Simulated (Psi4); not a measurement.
# CCSD(T)/cc-pVDZ (sweep point 1) run of HBr (SMILES Br)

Aim: the energy change on altering one bond length of HBr at CCSD(T)/cc-pVDZ (sweep point 1), from 2 runs. Input form: a Python script.

The results are computed with Psi4 1.11.

**1. The molecule**

HBr has 2 atoms, charge 0, and is taken as a singlet. As SMILES, `Br`. The shape is that of a GFN2-xTB optimisation.

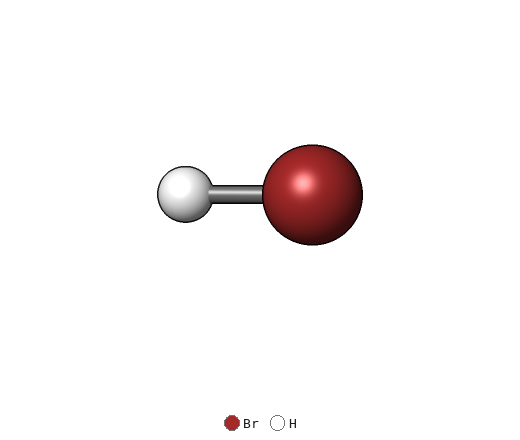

Viewed from a chosen angle; bromine red, hydrogen white.

**2. The energy at CCSD(T)/cc-pVDZ (sweep point 1)**

Input file job.py:

```python
import psi4

psi4.set_memory('1600 MB')
psi4.set_num_threads(1)
psi4.set_output_file('brh.out', False)

geom = psi4.geometry("""
0 1
Br    -1.12419807     0.40619663    -0.56850521
H      1.12419807    -0.40619663     0.56850521
units bohr
symmetry c1
""")

psi4.set_options({
    'basis': 'cc-pVDZ',
    'puream': True,
    'scf_type': 'pk',
    'num_frozen_docc': 9,
})

result = psi4.energy('ccsd(t)')
print(f'ccsd(t) energy: {result:.10f} Eh')
```

Command:

```bash
$ python job.py
```

brh.out:

```text
[...]
  Running in c1 symmetry.
[...]
  Nuclear repulsion =   13.221146475453573
[...]
  Multiplicity = 1
[...]
  Nalpha       = 18
  Nbeta        = 18
[...]
    Number of basis functions: 32
[...]
   @RHF iter   1: -2572.86349993858448   -1.62452e+00   1.57668e-02 DIIS/ADIIS
[...]
   @RHF iter   9: -2572.97017366813225   -2.27374e-12   3.51649e-09 DIIS
[...]
    Orbital Energies [Eh]
    ---------------------
    Doubly Occupied:
       1A   -490.084072     2A    -65.219817     3A    -58.576806
       4A    -58.575515     5A    -58.575515     6A     -9.867176
       7A     -7.480387     8A     -7.471532     9A     -7.471532
      10A     -3.217513    11A     -3.212622    12A     -3.212622
      13A     -3.202709    14A     -3.202709    15A     -1.033809
      16A     -0.581437    17A     -0.430039    18A     -0.430039
[...]
  @RHF Final Energy: -2572.97017366813225
   => Energetics <=
    Nuclear Repulsion Energy =             13.2211464754535726
    One-Electron Energy =               -3608.6909421433956595
    Two-Electron Energy =                1022.4996219998095057
    Total Energy =                      -2572.9701736681327020
[...]
 Multipole Moments:
 ------------------------------------------------------------------------------------
     Multipole            Electronic (a.u.)      Nuclear  (a.u.)        Total (a.u.)
 ------------------------------------------------------------------------------------
 L = 1.  Multiply by 2.5417464519 to convert [e a0] to [Debye]
 Dipole X            :          0.0000000           -0.0000000            0.0000000
 Dipole Y            :          0.0000000            0.0000000            0.0000000
 Dipole Z            :         -1.0059486            1.4455699            0.4396213
 Magnitude           :                                                    0.4396213
[...]
      * MP2 total energy                      = -2573.109120537068520
[...]
      * CCSD total energy                     = -2573.122828605143695
[...]
      * CCSD(T) total energy                  = -2573.125204090541956
```

Standard output:

```text
ccsd(t) energy: -2573.1252040905 Eh
```

Wall time 4.2 s (1 thread of Intel Xeon 6975P-C (Granite Rapids), shared host); peak memory 0.37 GiB.

**3. The distorted shape, same level**

Input file job.py:

```python
import psi4

psi4.set_memory('1600 MB')
psi4.set_num_threads(1)
psi4.core.set_output_file('output.dat', False)

mol = psi4.geometry("""
Br    -2.92294900     1.05612258    -1.47813055
H      1.12419807    -0.40619663     0.56850521
units bohr
symmetry c1
""")

psi4.set_options({
    'puream': True,
    'scf_type': 'pk',
    'num_frozen_docc': 9,
})

e = psi4.energy("ccsd(t)/cc-pVDZ")
print('E =', round(e, 9))
```

Command:

```bash
$ python job.py
```

output.dat:

```text
[...]
  Running in c1 symmetry.
[...]
  Nuclear repulsion =    7.345020217454590
[...]
  Multiplicity = 1
[...]
  Nalpha       = 18
  Nbeta        = 18
[...]
    Number of basis functions: 32
[...]
   @RHF iter   1: -2572.56112361400847   -1.77672e+00   1.81800e-02 ADIIS/DIIS
[...]
   @RHF iter  10: -2572.80915182903982   -4.54747e-12   4.09438e-09 DIIS
[...]
    Orbital Energies [Eh]
    ---------------------
    Doubly Occupied:
       1A   -490.103085     2A    -65.235888     3A    -58.593605
       4A    -58.591371     5A    -58.591371     6A     -9.878215
       7A     -7.492166     8A     -7.480861     9A     -7.480861
      10A     -3.229176    11A     -3.224536    12A     -3.224536
      13A     -3.210721    14A     -3.210721    15A     -0.976437
      16A     -0.422719    17A     -0.422719    18A     -0.419914
[...]
  @RHF Final Energy: -2572.80915182903982
   => Energetics <=
    Nuclear Repulsion Energy =              7.3450202174545902
    One-Electron Energy =               -3596.7305383557909408
    Two-Electron Energy =                1016.5763663092965317
    Total Energy =                      -2572.8091518290398199
[...]
 Multipole Moments:
 ------------------------------------------------------------------------------------
     Multipole            Electronic (a.u.)      Nuclear  (a.u.)        Total (a.u.)
 ------------------------------------------------------------------------------------
 L = 1.  Multiply by 2.5417464519 to convert [e a0] to [Debye]
 Dipole X            :          0.0000000           -0.0000000            0.0000000
 Dipole Y            :          0.0000000           -0.0000000            0.0000000
 Dipole Z            :         -1.8969228            2.6020475            0.7051247
 Magnitude           :                                                    0.7051247
[...]
      * MP2 total energy                      = -2572.968419939479190
[...]
      * CCSD total energy                     = -2573.001330217080522
[...]
      * CCSD(T) total energy                  = -2573.009667590598838
```

Standard output:

```text
E = -2573.009667591
```

It took 4.5 s on 1 thread of Intel Xeon 6975P-C (Granite Rapids), shared host; peak memory 0.37 GiB.

**4. Summary of results**

At CCSD(T)/cc-pVDZ (sweep point 1), 9 core orbitals frozen:

```
                                                          quantity           value
                                         first shape: total energy  -2573.12520 Eh
                  first shape: HOMO energy (Hartree–Fock orbitals)       -11.70 eV
                  first shape: LUMO energy (Hartree–Fock orbitals)         3.64 eV
                first shape: HOMO–LUMO gap (Hartree–Fock orbitals)        15.35 eV
          first shape: correlation energy (9 core orbitals frozen)      -155.0 mEh
                                       first shape: (T) correction       -2.38 mEh
                                        first shape: T1 diagnostic           0.004
                                     distorted shape: total energy  -2573.00967 Eh
              distorted shape: HOMO energy (Hartree–Fock orbitals)       -11.43 eV
              distorted shape: LUMO energy (Hartree–Fock orbitals)        -2.45 eV
            distorted shape: HOMO–LUMO gap (Hartree–Fock orbitals)         8.98 eV
      distorted shape: correlation energy (9 core orbitals frozen)      -200.5 mEh
                                   distorted shape: (T) correction       -8.34 mEh
                                    distorted shape: T1 diagnostic           0.017
energy change with the Br1–H2 bond stretched from 1.401 to 2.522 Å        3.144 eV
```

One bond (distorted shape) is far stretched, which a spin-restricted single reference describes badly; perturbation theory on it can break down and give far too much correlation. With the Br1–H2 bond stretched from 1.401 to 2.522 Å the energy rises by 3.14 eV (73 kcal/mol). The first shape isn't relaxed at this level, so the change isn't measured from a minimum. A restricted reference can't describe the breaking bond well at this length. The triples (first shape) make up 1.5 % of the correlation energy. The triples (distorted shape) make up 4.2 % of the correlation energy.
